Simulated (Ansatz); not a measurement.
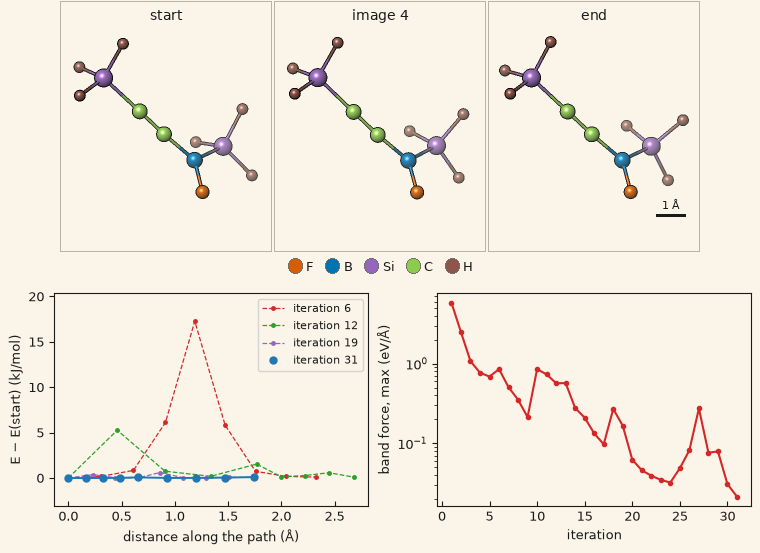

A nudged-elastic-band calculation for C2H6BFSi2. Images are numbered from 0 (start) to 8 (end). The plot follows the band through its iterations. A ball-and-stick model, seen from a free direction.

These are results of RKS PBE/def2-SVP in Ansatz, not measurements. Settings: 7 movable images; climbing image; force threshold 0.03 eV/Å; iteration limit 56; starting path through a guess of the saddle point.

### How did the profile develop, and is the result final?

The run is converged, with reservations. The band converged in 31 iterations. The largest component of the band force went from 5.9 to 0.021 eV/Å. The first iteration put the highest image at 234.71 kJ/mol. No barrier shows: the energy is highest at the end, and the end lies 0.10 kJ/mol above the start.
